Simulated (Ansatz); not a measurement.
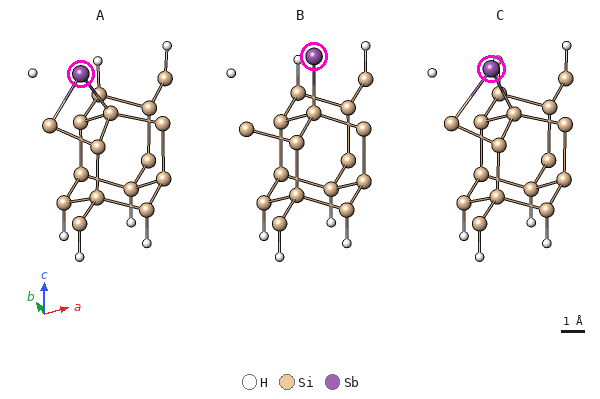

3 geometries from a converged minimum-energy path of Sb on Si(111), partly H-covered, underside capped with H (23 atoms in the cell), shuffled. The picture is a ball-and-stick view of the simulation cell, with the vacuum cut short (origin moved), seen slightly off an axis. The moving atom is ringed, with any periodic copies. Bonds to atoms that aren't drawn are left out.

The calculation used Ansatz, DFT PBE, scalar-relativistic, plane waves, PAW. Settings: plane-wave cutoff 420 eV; k-point mesh 2 × 2 × 1; Gaussian smearing 0.05 eV; spin collinear; 8 atoms held fixed; 5 movable images; climbing image; force threshold 0.05 eV/Å; iteration limit 14; starting path by straight interpolation.

Which frame is the top of the path?

Answer. B. In order along the path, whose images run from 0 to 6: A (image 0, 0.00 eV), C (image 1, +0.31 eV), B (image 3, +0.95 eV). The adsorbate starts on a hollow site and hops by a lattice vector of the surface; other mechanisms, such as exchange with a surface atom, weren't searched. The Sb atom travels furthest, 3.84 Å from end to end, on a path that bends up to 0.48 Å away from the straight line. At the highest image its nearest neighbour (Si) is 2.55 Å away, against 2.69 Å at the start, and the surrounding atoms stand up to 0.14 Å off the mean of their end positions.

Limits of the set-up: the periodic images lie only 7.7 Å apart, so the values are limited by the cell's size.

PAW datasets: the set soft_1.
